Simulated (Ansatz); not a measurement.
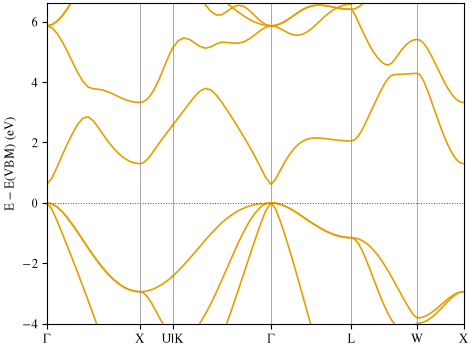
Figure. Band structure from DFT-PBE in the program Ansatz with PAW potentials

Question: Read off the gap and where the band edges lie.

Answer: About 0.6 eV (0.62 eV by a search for the band edges); maximum at Γ, minimum at Γ.

Question: Which compound is it?
A) BP, zinc blende
B) ZnS, zinc blende
C) BAs, zinc blende
D) SnC, zinc blende

Answer: D, SnC, zinc blende

Space group F-43m (zinc blende). The start of the workflow was typed in or built on a structure type; neither database checked (COD, Materials Project) lists it. Whether it is the stable phase at ambient conditions was not checked. The PBE relaxation kept the symmetry of its start; whether a distortion lowers the energy is not shown. Its formation energy is positive at this level, so the cell may be metastable or incomplete. Spin–orbit coupling is left out wherever it is not named.

Potentials: the earlier of the program's two PAW sets.
